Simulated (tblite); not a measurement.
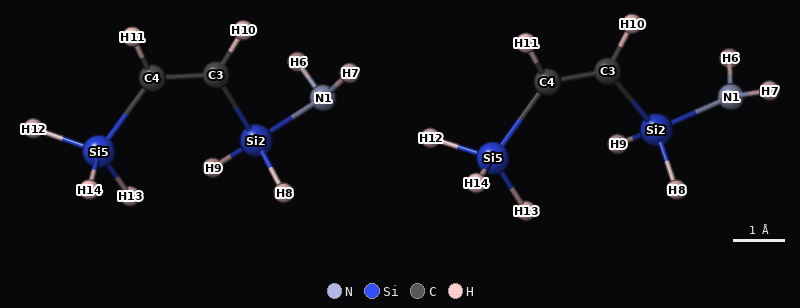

Two geometries of C₂H₉NSi₂, drawn at one scale. One is the start of a relaxation, the other its converged end. Style: ball-and-stick. Shown at a tilt.

Computed with GFN2-xTB geometry optimisation, gas phase in tblite. 

### Which geometry has the lower energy?

The right one is the relaxed one. The largest move after the best rigid fit is that of H6, 0.64 Å. Largest moves by element: H 0.64 Å, Si 0.31 Å, C 0.22 Å, N 0.19 Å. Among the contacts that change: Si2–Si5 3.304 → 3.625 Å, N1–Si2 1.820 → 1.726 Å, Si2–C3 1.837 → 1.892 Å, N1–H6 1.054 → 1.007 Å. Bond angles that change, for instance: Si2–N1–H6 104.2° → 119.1°, N1–Si2–C3 104.8° → 114.2°, C3–C4–Si5 121.3° → 127.8°. Groups turn about Si2–C3 by about 20°. After 81 geometry steps the energy has fallen by 50.4 kJ/mol. Cost: 0.64 s on 1 thread of Intel(R) Xeon(R) Processor @ 2.70GHz (shared host).
